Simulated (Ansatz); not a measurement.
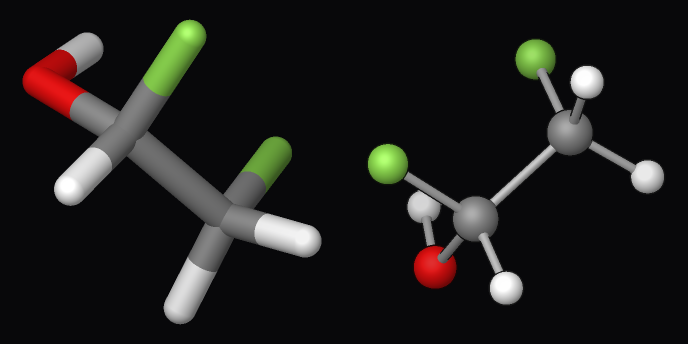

The same structure drawn twice, from different directions. Colours: oxygen red, carbon grey, fluorine green, hydrogen white.

Which formula does it have?

Answer. C2H4F2O, 9 atoms: 2 carbon, 4 hydrogen, 2 fluorine and 1 oxygen.

Name some functional groups or characteristic bonds that it holds.

Answer. Among them: alcohol, C–F bond.

Count the bonded pairs by element.

Answer. 3 C–H, 2 C–F, 1 C–O, 1 C–C, 1 O–H.

The parts below concern this one geometry. Atoms keep their numbers from picture to picture. Computed geometry: PBE0-D4/def2-TZVP optimisation.

**Geometry**

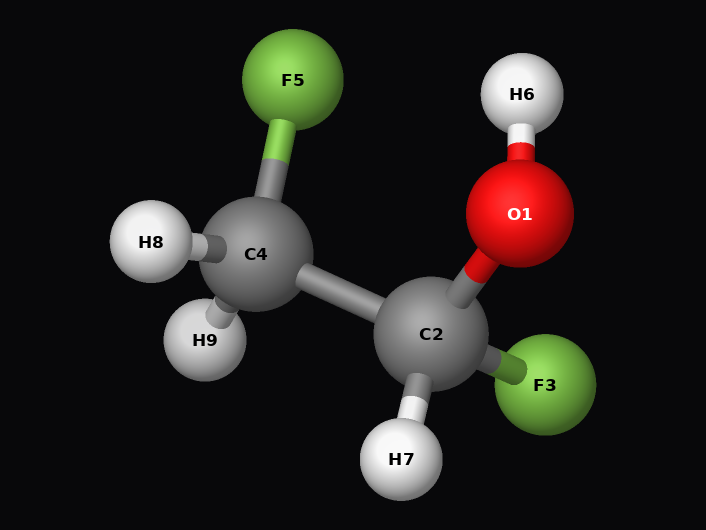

What are the angles C2–O1–H6, O1–C2–F3, O1–C2–C4, O1–C2–H7, F3–C2–C4, F3–C2–H7, C4–C2–H7, C2–C4–F5, C2–C4–H8, C2–C4–H9, F5–C4–H8, F5–C4–H9?

```tsv
angle	degrees
C2–O1–H6	108.0
O1–C2–F3	110.3
O1–C2–C4	112.6
O1–C2–H7	107.9
F3–C2–C4	108.2
F3–C2–H7	107.0
C4–C2–H7	110.7
C2–C4–F5	108.9
C2–C4–H8	109.8
C2–C4–H9	110.7
F5–C4–H8	108.2
F5–C4–H9	108.7
```

**Charges**

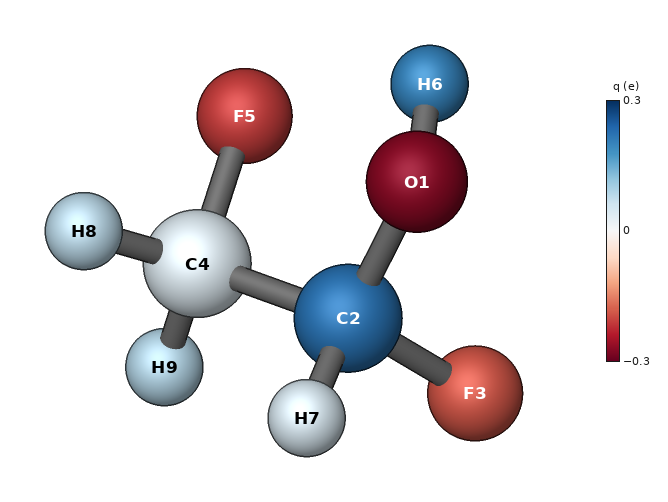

Atoms are coloured by their Mulliken charges. Method: RKS PBE-D4/def2-TZVPP (Ansatz 0.2.0).

List the Mulliken charges.

| atom | value (e) |
| --- | --- |
| O1 | −0.27 |
| C2 | 0.22 |
| F3 | −0.19 |
| C4 | 0.04 |
| F5 | −0.21 |
| H6 | 0.20 |
| H7 | 0.05 |
| H8 | 0.08 |
| H9 | 0.09 |

**Dipole moment**

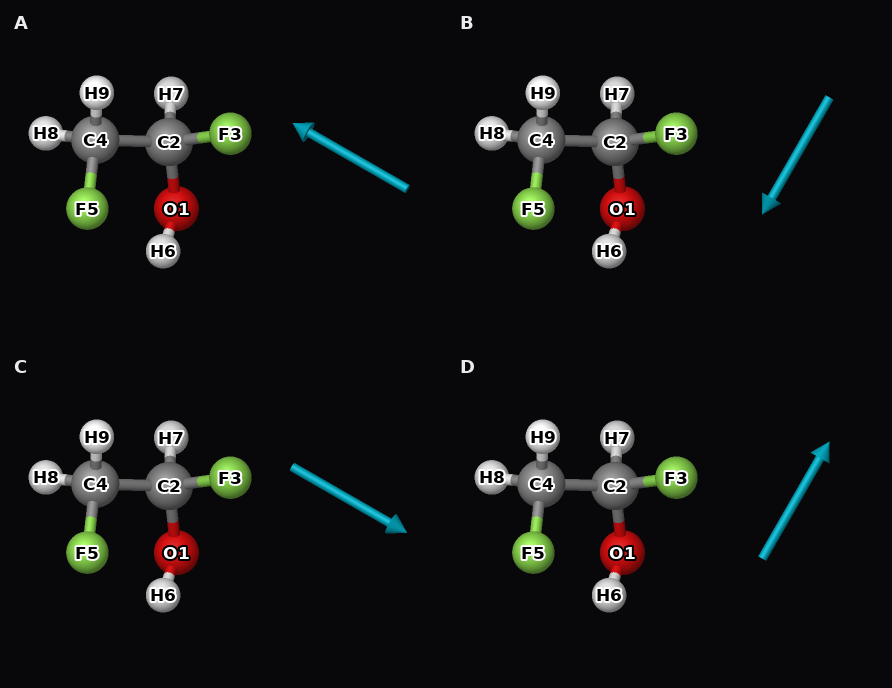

The same molecule four times, each with an arrow. Level of theory: RKS r2SCAN-D4/def2-TZVPP (Ansatz 0.2.0).

Which arrow points along the dipole moment, from the negative to the positive end?

Answer. A. The dipole moment is 2.02 D; it points from the side of F3 to the side of H8 (the outermost atoms at the two ends).

**Vibrations**

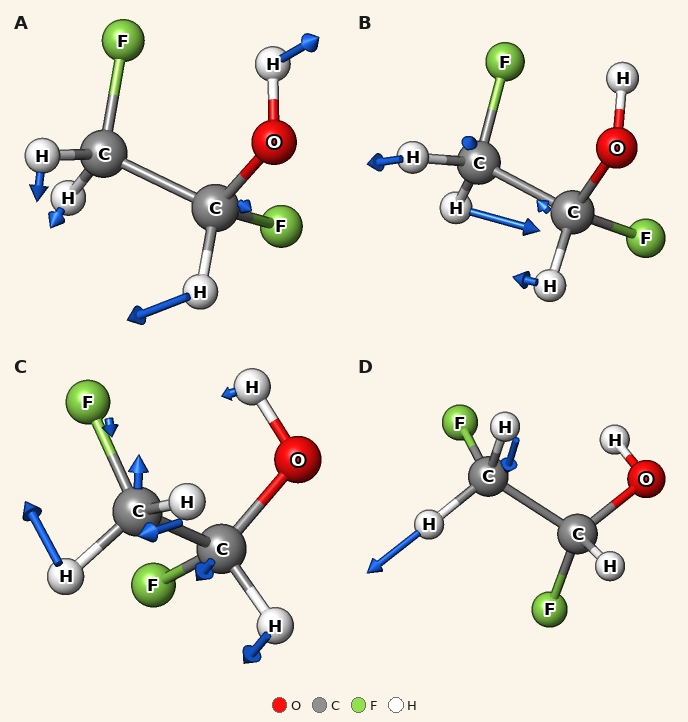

4 normal modes of one molecule or complex, as arrows. Harmonic vibrations computed with RKS PBE0-D4/def2-TZVP (Ansatz 0.2.0) at a stationary point of the same level.

Match the panels to the wavenumbers 958 cm⁻¹, 1122 cm⁻¹, 1455 cm⁻¹, 3139 cm⁻¹.

Answer. A: 1455 cm⁻¹
B: 958 cm⁻¹
C: 1122 cm⁻¹
D: 3139 cm⁻¹, out-of-phase stretching of 2 C–H bonds

Mulliken values depend strongly on the basis set and can even reverse the polarity of a bond.
